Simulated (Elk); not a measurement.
# AlFe: a list in the functional, part 2 of 2

Aim: see how far moments and order energies of AlFe move with the functional, and what each set costs.

Elk 11.2.3 (patched build); several functionals; all-electron APW+lo, Dirac cores, scalar-relativistic bands.

So far, largest spin moment in the muffin-tin sphere (μB): step 2 (rung 1 (LDA (Perdew-Wang)), start ferro +) 0.710; step 4 (PBE) 0.772; step 6 (PBEsol) 0.766.

## 7. Set 3 (PBEsol), start antiferro q=(1/2,1/2,1/2) +-

Level of this step: PBEsol; all-electron APW+lo, Dirac cores, scalar-relativistic bands (Elk).

Input file elk.in:

```
tasks
  0

xctype
  22

rgkmax
  7.0

nempty
  12

swidth
  0.005

reducebf
  0.5

epsengy
  1e-05

maxscl
  100

lmaxi
  3

spinpol
  .true.

sppath
  './'

avec
  10.99820604532 0.00000000000 0.00000000000
  5.49910302266 5.49910302266 0.00000000000
  5.49910302266 0.00000000000 5.49910302266

atoms
  2
  'Al.in'
  2
  0.0000000000 0.0000000000 0.0000000000   0.000000 0.000000 0.000000
  0.5000000000 0.0000000000 0.0000000000   0.000000 0.000000 0.000000
  'Fe.in'
  2
  0.7500000000 0.5000000000 0.5000000000   0.000000 0.000000 -0.084000
  0.2500000000 0.5000000000 0.5000000000   0.000000 0.000000 0.084000

ngridk
  4 8 8
```

Run with:

```sh
OMP_NUM_THREADS=2 elk
```

Numbers of over 12 decimals in the logs are rounded to 6 here.

The program printed:

```text
Info(gndstate): no moment of its own; a second start begins; STATE.OUT holds the state before
Info(gndstate): the second start gave no lower state; one of another order, or behind a
 stronger field, isn't excluded
Warning(gndstate): core states of species 1 leak from the muffin-tin :   0.4937343512E-03

--- INFO.OUT ---
┌─────────────────────────┐
│ Elk code version 11.2.3 │
└─────────────────────────┘

All units are atomic (Hartree, Bohr, etc.)

┌─────────────────────────────────────────────────┐
[...]
error                       :   0.1324335019E-02

Moments :
 interstitial                :   0.5659183795E-22
 muffin-tins
  species : 1 (Al)
   atom 1                    :   0.9147522462E-27
   atom 2                    :  -0.9147522462E-27
  species : 2 (Fe)
   atom 1                    :  -0.8289867998E-04
   atom 2                    :   0.8289867998E-04
 total in muffin-tins        :    0.000000000
 total moment                :   0.5659183795E-22

┌──────────────────────────────┐
│ Self-consistent loop stopped │
└──────────────────────────────┘

Warning : core states of species 1 leak from the muffin-tin :   0.4937343512E-03

Wrote STATE.OUT

[key lines of the parts left out:]
total energy                :     -3028.0213522477
```

It took 5.1 min on 2 threads of Arm Neoverse V2, shared host; peak memory 0.27 GiB; 9.6 min of CPU time.

The moments died away, and this build then starts once more from a stronger push, within the same count of loops. That gave no lower state.

Read from the output:

```yaml
final_state: non-magnetic
```

This start lies +24.9 meV a seeded atom from the first, a change of -2.3 meV since set 2; its moments have collapsed.

## 8. Set 4 (revPBE), start ferro +

Input file elk.in:

```
tasks
  0

xctype
  21

rgkmax
  7.0

nempty
  12

swidth
  0.005

reducebf
  0.5

epsengy
  1e-05

maxscl
  100

lmaxi
  3

spinpol
  .true.

sppath
  './'

avec
  5.49910302266 0.00000000000 0.00000000000
  0.00000000000 5.49910302266 0.00000000000
  0.00000000000 0.00000000000 5.49910302266

atoms
  2
  'Al.in'
  1
  0.0000000000 0.0000000000 0.0000000000   0.000000 0.000000 0.000000
  'Fe.in'
  1
  0.5000000000 0.5000000000 0.5000000000   0.000000 0.000000 -0.084000

ngridk
  8 8 8
```

Run with:

```sh
OMP_NUM_THREADS=2 elk
```

The program printed:

```text
Warning(gndstate): core states of species 1 leak from the muffin-tin :   0.4749302215E-03

--- INFO.OUT ---
┌─────────────────────────┐
│ Elk code version 11.2.3 │
└─────────────────────────┘

All units are atomic (Hartree, Bohr, etc.)

┌─────────────────────────────────────────────────┐
│ Ground-state run starting from atomic densities │
└─────────────────────────────────────────────────┘

Lattice vectors :
   5.499103023       0.000000000       0.000000000
   0.000000000       5.499103023       0.000000000
[...]
total calculated charge     :    38.99958267
 total charge                :    39.00000000
 error                       :   0.4173289784E-03

Moments :
 interstitial                :  -0.1819343216E-01
 muffin-tins
  species : 1 (Al)
   atom 1                    :  -0.3320544507E-01
  species : 2 (Fe)
   atom 1                    :   0.7834051609
 total in muffin-tins        :   0.7501997158
 total moment                :   0.7320062836

┌──────────────────────────────┐
│ Self-consistent loop stopped │
└──────────────────────────────┘

Warning : core states of species 1 leak from the muffin-tin :   0.4749302215E-03

Wrote STATE.OUT

[key lines of the parts left out:]
total energy                :     -1515.8506140194
```

Wall time 47 s (2 threads); peak memory 0.13 GiB; 90 s of CPU time.

Numbers from this step:

- magnetization: 0.7320 μB
- final state: ferromagnetic
- largest moment: 0.7834 μB

The largest moment moves by +0.02 μB from set 3, at 1.1 times its CPU time.

## 9. Set 4 (revPBE), start antiferro q=(1/2,1/2,1/2) +-

Input file elk.in:

```
tasks
  0

xctype
  21

rgkmax
  7.0

nempty
  12

swidth
  0.005

reducebf
  0.5

epsengy
  1e-05

maxscl
  100

lmaxi
  3

spinpol
  .true.

sppath
  './'

avec
  10.99820604532 0.00000000000 0.00000000000
  5.49910302266 5.49910302266 0.00000000000
  5.49910302266 0.00000000000 5.49910302266

atoms
  2
  'Al.in'
  2
  0.0000000000 0.0000000000 0.0000000000   0.000000 0.000000 0.000000
  0.5000000000 0.0000000000 0.0000000000   0.000000 0.000000 0.000000
  'Fe.in'
  2
  0.7500000000 0.5000000000 0.5000000000   0.000000 0.000000 -0.084000
  0.2500000000 0.5000000000 0.5000000000   0.000000 0.000000 0.084000

ngridk
  4 8 8
```

Run with:

```sh
OMP_NUM_THREADS=2 elk
```

The program printed:

```text
Info(gndstate): no moment of its own; a second start begins; STATE.OUT holds the state before
Info(gndstate): the second start gave no lower state; one of another order, or behind a
 stronger field, isn't excluded
Warning(gndstate): core states of species 1 leak from the muffin-tin :   0.4748838250E-03

--- INFO.OUT ---
┌─────────────────────────┐
│ Elk code version 11.2.3 │
└─────────────────────────┘

All units are atomic (Hartree, Bohr, etc.)

┌─────────────────────────────────────────────────┐
[...]
error                       :   0.1281267226E-02

Moments :
 interstitial                :  -0.8481782867E-22
 muffin-tins
  species : 1 (Al)
   atom 1                    :  -0.1206926044E-26
   atom 2                    :   0.1206926044E-26
  species : 2 (Fe)
   atom 1                    :   0.1022592821E-03
   atom 2                    :  -0.1022592821E-03
 total in muffin-tins        :    0.000000000
 total moment                :  -0.8481782867E-22

┌──────────────────────────────┐
│ Self-consistent loop stopped │
└──────────────────────────────┘

Warning : core states of species 1 leak from the muffin-tin :   0.4748838250E-03

Wrote STATE.OUT

[key lines of the parts left out:]
total energy                :     -3031.6990291059
```

It took 5.8 min on 2 threads; peak memory 0.27 GiB; 11 min of CPU time.

The moments died away, and this build then starts once more from a stronger push, within the same count of loops. That gave no lower state.

Numbers from this step:

```yaml
final_state: non-magnetic
```

This start lies +29.9 meV a seeded atom from the first, a change of +5.0 meV since set 3; its moments have collapsed.

## 10. Set 5 (Wu-Cohen GGA), start ferro +

Input file elk.in:

```
tasks
  0

xctype
  100 118 130

rgkmax
  7.0

nempty
  12

swidth
  0.005

reducebf
  0.5

epsengy
  1e-05

maxscl
  100

lmaxi
  3

spinpol
  .true.

sppath
  './'

avec
  5.49910302266 0.00000000000 0.00000000000
  0.00000000000 5.49910302266 0.00000000000
  0.00000000000 0.00000000000 5.49910302266

atoms
  2
  'Al.in'
  1
  0.0000000000 0.0000000000 0.0000000000   0.000000 0.000000 0.000000
  'Fe.in'
  1
  0.5000000000 0.5000000000 0.5000000000   0.000000 0.000000 -0.084000

ngridk
  8 8 8
```

Run with:

```sh
OMP_NUM_THREADS=2 elk
```

The program printed:

```text
Warning(gndstate): core states of species 1 leak from the muffin-tin :   0.4904122735E-03

--- INFO.OUT ---
┌─────────────────────────┐
│ Elk code version 11.2.3 │
└─────────────────────────┘

All units are atomic (Hartree, Bohr, etc.)

┌─────────────────────────────────────────────────┐
│ Ground-state run starting from atomic densities │
└─────────────────────────────────────────────────┘

Lattice vectors :
   5.499103023       0.000000000       0.000000000
   0.000000000       5.499103023       0.000000000
[...]
total calculated charge     :    38.99956788
 total charge                :    39.00000000
 error                       :   0.4321151831E-03

Moments :
 interstitial                :  -0.1357895898E-01
 muffin-tins
  species : 1 (Al)
   atom 1                    :  -0.2979506458E-01
  species : 2 (Fe)
   atom 1                    :   0.7559731450
 total in muffin-tins        :   0.7261780805
 total moment                :   0.7125991215

┌──────────────────────────────┐
│ Self-consistent loop stopped │
└──────────────────────────────┘

Warning : core states of species 1 leak from the muffin-tin :   0.4904122735E-03

Wrote STATE.OUT

[key lines of the parts left out:]
total energy                :     -1515.0589097545
```

Run time: 46 s. Hardware: 2 threads; peak memory 0.13 GiB.

This step gave:

- magnetization: 0.7126 μB
- final state: ferromagnetic
- largest moment: 0.7560 μB

The largest moment moves by -0.03 μB from set 4, at 0.98 times its CPU time.

## 11. Set 5 (Wu-Cohen GGA), start antiferro q=(1/2,1/2,1/2) +-

Input file elk.in:

```
tasks
  0

xctype
  100 118 130

rgkmax
  7.0

nempty
  12

swidth
  0.005

reducebf
  0.5

epsengy
  1e-05

maxscl
  100

lmaxi
  3

spinpol
  .true.

sppath
  './'

avec
  10.99820604532 0.00000000000 0.00000000000
  5.49910302266 5.49910302266 0.00000000000
  5.49910302266 0.00000000000 5.49910302266

atoms
  2
  'Al.in'
  2
  0.0000000000 0.0000000000 0.0000000000   0.000000 0.000000 0.000000
  0.5000000000 0.0000000000 0.0000000000   0.000000 0.000000 0.000000
  'Fe.in'
  2
  0.7500000000 0.5000000000 0.5000000000   0.000000 0.000000 -0.084000
  0.2500000000 0.5000000000 0.5000000000   0.000000 0.000000 0.084000

ngridk
  4 8 8
```

Run with:

```sh
OMP_NUM_THREADS=2 elk
```

The program printed:

```text
Info(gndstate): no moment of its own; a second start begins; STATE.OUT holds the state before
Info(gndstate): the second start gave no lower state; one of another order, or behind a
 stronger field, isn't excluded
Warning(gndstate): core states of species 1 leak from the muffin-tin :   0.4903636811E-03

--- INFO.OUT ---
┌─────────────────────────┐
│ Elk code version 11.2.3 │
└─────────────────────────┘

All units are atomic (Hartree, Bohr, etc.)

┌─────────────────────────────────────────────────┐
[...]
error                       :   0.1317545334E-02

Moments :
 interstitial                :  -0.8552156049E-22
 muffin-tins
  species : 1 (Al)
   atom 1                    :  -0.1193437585E-27
   atom 2                    :   0.1193437585E-27
  species : 2 (Fe)
   atom 1                    :   0.5420614772E-04
   atom 2                    :  -0.5420614772E-04
 total in muffin-tins        :    0.000000000
 total moment                :  -0.8552156049E-22

┌──────────────────────────────┐
│ Self-consistent loop stopped │
└──────────────────────────────┘

Warning : core states of species 1 leak from the muffin-tin :   0.4903636811E-03

Wrote STATE.OUT

[key lines of the parts left out:]
total energy                :     -3030.1160692208
```

The job ended after 5.1 min (2 threads; peak memory 0.27 GiB; 9.7 min of CPU time).

The moments died away, and this build then starts once more from a stronger push, within the same count of loops. That gave no lower state.

This step gave:

```yaml
final_state: non-magnetic
```

This start lies +23.8 meV a seeded atom from the first, a change of -6.1 meV since set 4; its moments have collapsed.

## 12. Set 6 (AM05), start ferro +

Input file elk.in:

```
tasks
  0

xctype
  100 120 135

rgkmax
  7.0

nempty
  12

swidth
  0.005

reducebf
  0.5

epsengy
  1e-05

maxscl
  100

lmaxi
  3

spinpol
  .true.

sppath
  './'

avec
  5.49910302266 0.00000000000 0.00000000000
  0.00000000000 5.49910302266 0.00000000000
  0.00000000000 0.00000000000 5.49910302266

atoms
  2
  'Al.in'
  1
  0.0000000000 0.0000000000 0.0000000000   0.000000 0.000000 0.000000
  'Fe.in'
  1
  0.5000000000 0.5000000000 0.5000000000   0.000000 0.000000 -0.084000

ngridk
  8 8 8
```

Run with:

```sh
OMP_NUM_THREADS=2 elk
```

The program printed:

```text
Warning(gndstate): core states of species 1 leak from the muffin-tin :   0.4989385908E-03

--- INFO.OUT ---
┌─────────────────────────┐
│ Elk code version 11.2.3 │
└─────────────────────────┘

All units are atomic (Hartree, Bohr, etc.)

┌─────────────────────────────────────────────────┐
│ Ground-state run starting from atomic densities │
└─────────────────────────────────────────────────┘

Lattice vectors :
   5.499103023       0.000000000       0.000000000
   0.000000000       5.499103023       0.000000000
[...]
total calculated charge     :    38.99955873
 total charge                :    39.00000000
 error                       :   0.4412661780E-03

Moments :
 interstitial                :  -0.1566516979E-01
 muffin-tins
  species : 1 (Al)
   atom 1                    :  -0.2840992370E-01
  species : 2 (Fe)
   atom 1                    :   0.7662559464
 total in muffin-tins        :   0.7378460227
 total moment                :   0.7221808529

┌──────────────────────────────┐
│ Self-consistent loop stopped │
└──────────────────────────────┘

Warning : core states of species 1 leak from the muffin-tin :   0.4989385908E-03

Wrote STATE.OUT

[key lines of the parts left out:]
total energy                :     -1512.7565200032
```

Elapsed: 50 s, on 2 threads; peak memory 0.13 GiB; 95 s of CPU time.

This step gave:

| Quantity | Value |
| --- | --- |
| magnetization | 0.7222 μB |
| final state | ferromagnetic |
| largest moment | 0.7663 μB |

The largest moment moves by +0.01 μB from set 5, at 1.1 times its CPU time.

## 13. Set 6 (AM05), start antiferro q=(1/2,1/2,1/2) +-

Input file elk.in:

```
tasks
  0

xctype
  100 120 135

rgkmax
  7.0

nempty
  12

swidth
  0.005

reducebf
  0.5

epsengy
  1e-05

maxscl
  100

lmaxi
  3

spinpol
  .true.

sppath
  './'

avec
  10.99820604532 0.00000000000 0.00000000000
  5.49910302266 5.49910302266 0.00000000000
  5.49910302266 0.00000000000 5.49910302266

atoms
  2
  'Al.in'
  2
  0.0000000000 0.0000000000 0.0000000000   0.000000 0.000000 0.000000
  0.5000000000 0.0000000000 0.0000000000   0.000000 0.000000 0.000000
  'Fe.in'
  2
  0.7500000000 0.5000000000 0.5000000000   0.000000 0.000000 -0.084000
  0.2500000000 0.5000000000 0.5000000000   0.000000 0.000000 0.084000

ngridk
  4 8 8
```

Run with:

```sh
OMP_NUM_THREADS=2 elk
```

The program printed:

```text
Info(gndstate): no moment of its own; a second start begins; STATE.OUT holds the state before
Info(gndstate): the second start gave no lower state; one of another order, or behind a
 stronger field, isn't excluded
Warning(gndstate): core states of species 1 leak from the muffin-tin :   0.4988840831E-03

--- INFO.OUT ---
┌─────────────────────────┐
│ Elk code version 11.2.3 │
└─────────────────────────┘

All units are atomic (Hartree, Bohr, etc.)

┌─────────────────────────────────────────────────┐
[...]
error                       :   0.1331255460E-02

Moments :
 interstitial                :   0.1635220585E-21
 muffin-tins
  species : 1 (Al)
   atom 1                    :  -0.1379270144E-27
   atom 2                    :   0.1379270144E-27
  species : 2 (Fe)
   atom 1                    :  -0.1166949981E-03
   atom 2                    :   0.1166949981E-03
 total in muffin-tins        :    0.000000000
 total moment                :   0.1635220585E-21

┌──────────────────────────────┐
│ Self-consistent loop stopped │
└──────────────────────────────┘

Warning : core states of species 1 leak from the muffin-tin :   0.4988840831E-03

Wrote STATE.OUT

[key lines of the parts left out:]
total energy                :     -3025.5112878669
```

Wall time 5.4 min (2 threads); peak memory 0.27 GiB.

The moments died away, and this build then starts once more from a stronger push, within the same count of loops. That gave no lower state.

Read from the output:

| Item | Value |
| --- | --- |
| final state | non-magnetic |

This start lies +23.8 meV a seeded atom from the first, a change of +0.0 meV since set 5; its moments have collapsed.

## 14. The sets together

List, by row:

| set | functional | state from the first start | state from the second start | second less first (meV a seeded atom) | moment, first (μB) | moment, second (μB) | CPU time (s) |
| --- | --- | --- | --- | --- | --- | --- | --- |
| 1 | LDA (Perdew-Wang) | ferromagnetic | non-magnetic | 15.38 | 0.7104 | 0 | 320.1 |
| 2 | PBE | ferromagnetic | non-magnetic | 27.28 | 0.7717 | 2.67e-4 | 658.7 |
| 3 | PBEsol | ferromagnetic | non-magnetic | 24.93 | 0.7662 | 8.29e-5 | 662.2 |
| 4 | revPBE | ferromagnetic | non-magnetic | 29.92 | 0.7834 | 1.02e-4 | 750.1 |
| 5 | Wu-Cohen GGA | ferromagnetic | non-magnetic | 23.81 | 0.756 | 5.42e-5 | 668.5 |
| 6 | AM05 | ferromagnetic | non-magnetic | 23.84 | 0.7663 | 1.17e-4 | 709.3 |

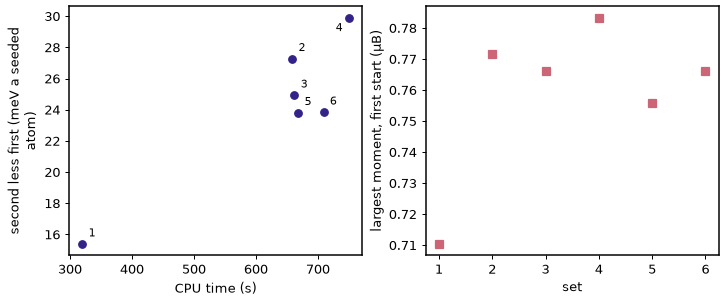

Result against cost, sets numbered as in the table, and the moment by set.

## 15. What came out

| Quantity | Value |
| --- | --- |
| range of the moment in the table, first start | 0.710 to 0.783 μB |
| range of CPU time | 5.3 min to 13 min |
| range of the energy difference | 15.4 to 29.9 meV a seeded atom |

In words: For the first start the functionals give moments from 0.710 to 0.783 μB and energy differences from 15.4 to 29.9 meV a seeded atom; all use the same cell, so differences in their own lattice constants don't enter. The first start ends lower on every set of the table. The second start loses its moments on every set, so the difference is that between moments and none.

[Logs and program files are shortened in this print: banners, set-up blocks, solver, clock and traceback lines can be left out without a mark of their own.]

[Logs are printed without paths, hosts, clocks, repeated set-up lines and the standing remarks that a program may print on its own settings, such as how far it seeks lower states.]

[Hosts, paths, dates, database ids (printed as entryN), source tags and the programs' standing remarks are cut or masked in the printed files.]

[Where a cell is said to come from a database of computed structures, the database is the Materials Project.]
